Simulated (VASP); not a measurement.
Band structure of P (black). Calculation: PBE GGA, VASP's PBE PAW potentials (set 64) (plane waves; VASP 6.6.1).

Without a dispersion term in the relaxation, distances and binding between the weakly bound layers, chains or molecules are unreliable, and so is what depends on them.

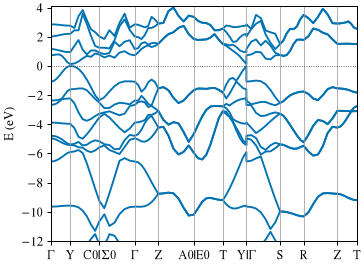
Bands along high-symmetry lines, zero at the valence-band maximum or, without a gap, the Fermi level

Task: Read the plot: is there a gap, and where are the band edges?

Result: The gap is direct, 0.13 eV, from the valence maximum at Y to the conduction minimum at Y. (Edges off the drawn lines would not show.)

Measured: gap 0.35 eV (computed value off by -0.22 eV), as given by Das et al., (2018), arXiv:1807.05623.

The compound is P in the black structure. It was relaxed first, which changed the volume by +10 %.
